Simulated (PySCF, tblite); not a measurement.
# C5H12F2SSi: geometry, infrared bands and NMR shifts

Aim: predict the infrared bands and NMR shifts of C5H12F2SSi (`CC(C)[Si@@H](S)C(C)(F)F`).

Computed with tblite 0.8.0 and PySCF 2.14.0, with density-fitted response routines of our own, on a single molecule in the gas phase. Atoms are numbered from 0 throughout.

### Step 1. Starting geometry

21 atoms, charge 0, multiplicity 1; geometry from: force field or distance geometry start.

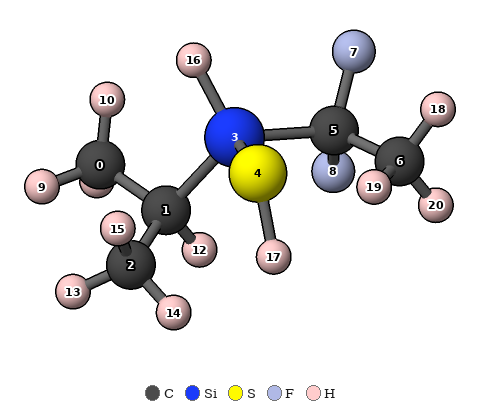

As it starts; carbon dark grey, silicon blue, sulfur yellow, fluorine light blue, hydrogen pink, atoms numbered; sticks join atoms by distance.

### Step 2. Relaxing the molecule with GFN2-xTB

Job settings and geometry (Å):

```
{"job": {"kind": "relax", "xc": "GFN2-xTB", "basis": "xTB"}, "charge": 0, "multiplicity": 1}
C     -2.329400     0.493200    -0.877300
C     -1.215500    -0.306900    -0.252600
C     -1.676500    -0.912300     1.072500
Si     0.225400     0.834100     0.118800
S      0.953500     0.537100     2.142900
C      1.680400     0.533200    -0.993000
C      2.868400     0.009500    -0.198600
F      2.106400     1.708600    -1.607800
F      1.331800    -0.329700    -2.012600
H     -3.227600     0.373000    -0.199700
H     -2.041900     1.561400    -0.947400
H     -2.642300     0.063900    -1.846700
H     -0.896200    -1.153500    -0.862400
H     -2.742300    -1.246300     1.009800
H     -1.040000    -1.765300     1.314100
H     -1.622100    -0.130500     1.872700
H     -0.273800     2.195000    -0.027300
H      1.035800    -0.858600     2.386200
H      3.654600     0.793600    -0.242700
H      2.596800    -0.175600     0.858100
H      3.245700    -0.897500    -0.707300
```

Run with:

```bash
> OMP_NUM_THREADS=1 python probes_run.py task.json out
```

One launch serves the whole session: the jobs run in the order shown.

**Question.** This job is followed by: GFN2-xTB harmonic vibrations, gas phase; GIAO PBE0/pcSseg-1 NMR shielding, non-relativistic, gas phase. Predict these results of the whole session: strongest single infrared mode (GFN2-xTB); zero-point energy (GFN2-xTB); ¹³C shifts against TMS (PBE0/pcSseg-1); ¹H shifts against TMS (PBE0/pcSseg-1, means over atoms taken as alike); ²⁹Si shifts against TMS (PBE0/pcSseg-1); ³³S shifts against CS2 (PBE0/pcSseg-1); ¹⁹F shifts against CFCl3 (PBE0/pcSseg-1).

The runs gave:

```
                                                              quantity                                   value
                             strongest single infrared mode (GFN2-xTB)                   2313 cm⁻¹, 201 km/mol
                                          zero-point energy (GFN2-xTB)                           99.7 kcal/mol
                                ¹³C shifts against TMS (PBE0/pcSseg-1)       134.7, 26.1, 20.5, 20.3, 19.7 ppm
¹H shifts against TMS (PBE0/pcSseg-1, means over atoms taken as alike)  4.36, 1.78, 1.38, 1.29, 1.25, 0.37 ppm
                               ²⁹Si shifts against TMS (PBE0/pcSseg-1)                                -4.4 ppm
                                ³³S shifts against CS2 (PBE0/pcSseg-1)                                -254 ppm
                              ¹⁹F shifts against CFCl3 (PBE0/pcSseg-1)                      -128.2, -130.9 ppm
```

What this shows: The optimisation took 203 steps and gained 1.193 eV; among the close pairs (by a distance rule), S4–H17 changed most, from 1.419 to 1.326 Å. No mode is imaginary among the 57: a minimum at this level. The strongest single mode, at 2313 cm⁻¹, moves mainly H16. Unscaled tight-binding wavenumbers are off by several per cent, some by more. Its intensities can rank the bands wrongly. At PBE0/pcSseg-1: The widest tensor belongs to S4: span 230 ppm, with a paramagnetic part of -301 ppm.
